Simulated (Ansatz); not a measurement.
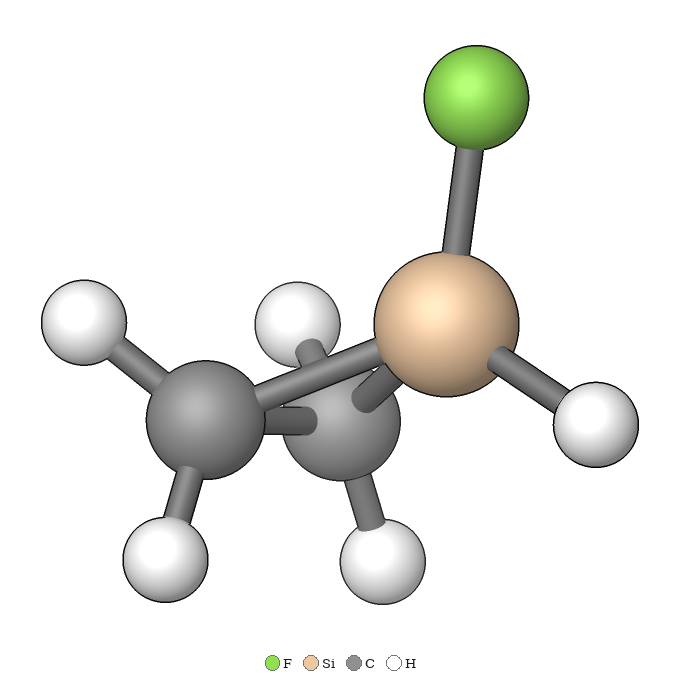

Ball-and-stick drawing of a structure. Every bond is drawn as one stick, whatever its order.

Computed geometry: PBE0-D4/def2-TZVP optimisation.

**What is the molecular formula?**

C2H5FSi, 9 atoms: 2 carbon, 5 hydrogen, 1 fluorine and 1 silicon.

**How many atoms are distinct by symmetry?**

6: 1 F, 1 Si, 2 C, 1 H, 2 H, 2 H.

**How many bonds of each kind are drawn?**

4 C–H, 2 C–Si, 1 F–Si, 1 C–C, 1 Si–H.

**Which point group does it belong to?**

Cs.

**Name functional groups in it.**

Among them: Si–H bond.

More results for the same structure follow; atom numbers are the same in all pictures, views and colours differ.

## Geometry

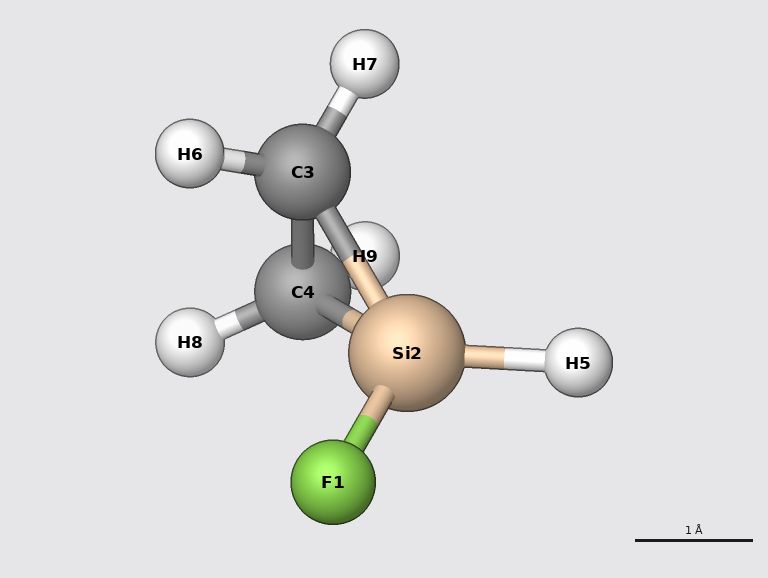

List the bonds and their lengths.

```
  bond  length (Å)   order
F1–Si2       1.596  single
Si2–C3       1.820  single
Si2–C4       1.820  single
Si2–H5       1.473  single
 C3–C4       1.576  single
 C3–H6       1.086  single
 C3–H7       1.086  single
 C4–H8       1.086  single
 C4–H9       1.086  single
```

## Thermal motion

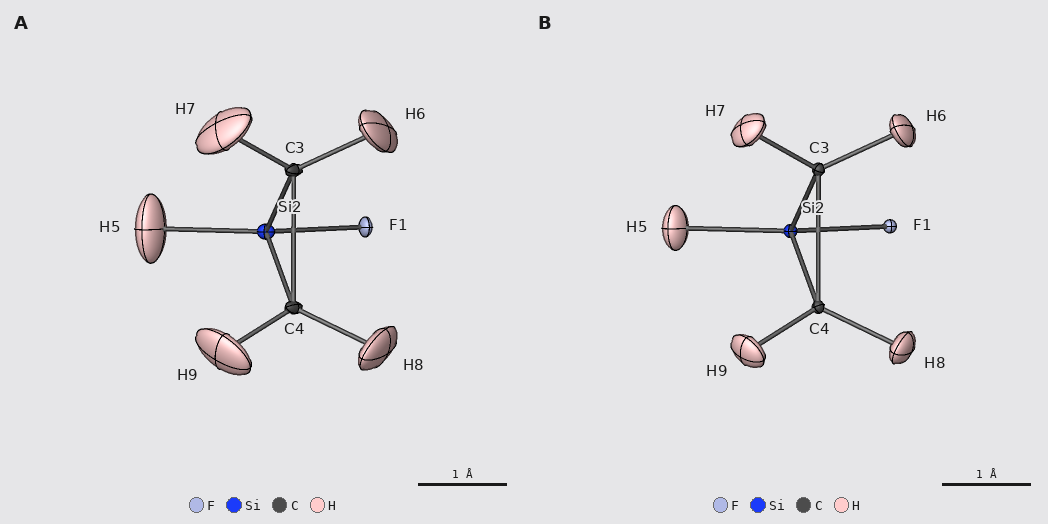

Displacement ellipsoids at the 50 % level, from the internal vibrations of the free molecule (harmonic, no overall translation or rotation; no half-axis is drawn under 0.075 Å). Vibrations computed with RKS PBE0-D4/def2-TZVP (Ansatz 0.2.0). One panel is for 200 K, the other for 900 K.

**Which panel is for 900 K?**

A.

**How much does the mean-square displacement of H6 grow, and why?**

U_eq goes from 0.0183 to 0.0426 Å², a factor of 2.3. Modes below kT (626 cm⁻¹ at 900 K) grow about in proportion to T, and the lowest lies at 221 cm⁻¹; the mean-square amplitude of a mode is its zero-point value times coth(ħω/2kT), which comes close to 1 only above about 3kT.

## Dipole moment

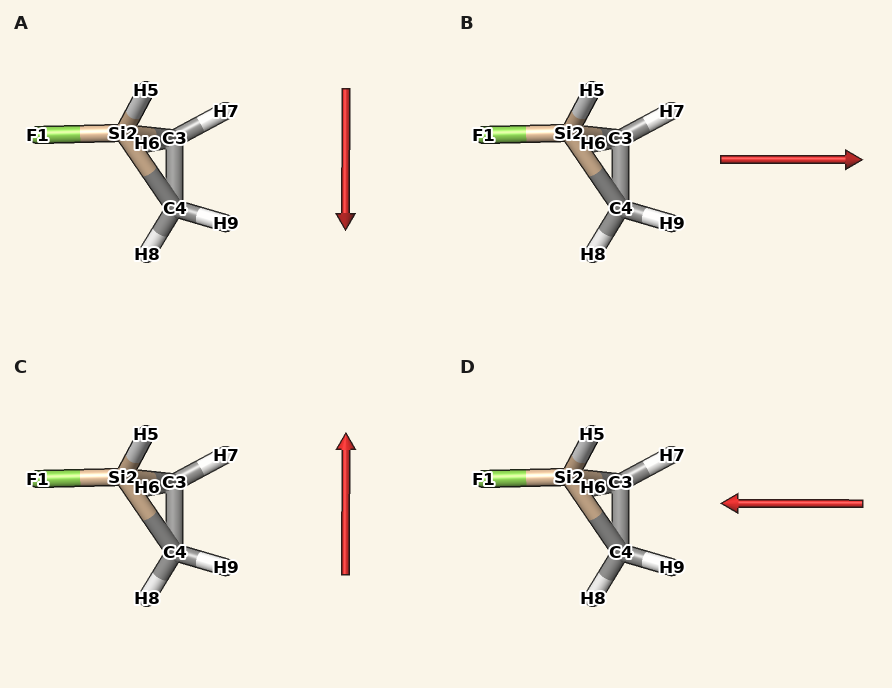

The same molecule four times, each with an arrow. Method: RKS B3LYP-D4/def2-TZVPP (Ansatz 0.2.0).

**Which arrow points along the dipole moment, from the negative to the positive end?**

B. The dipole moment is 1.24 D; it points from the side of F1 to the side of H7, H9 (the outermost atoms at the two ends).

## Electronic properties

Method: RKS revPBE-D4/def2-TZVPP (Ansatz 0.2.0).

**What is the dispersion correction?**

−49.0 kJ/mol.

**Give the HOMO–LUMO gap at this level.**

5.63 eV.

**Estimate the HOMO energy (Kohn–Sham orbital).**

−5.91 eV.
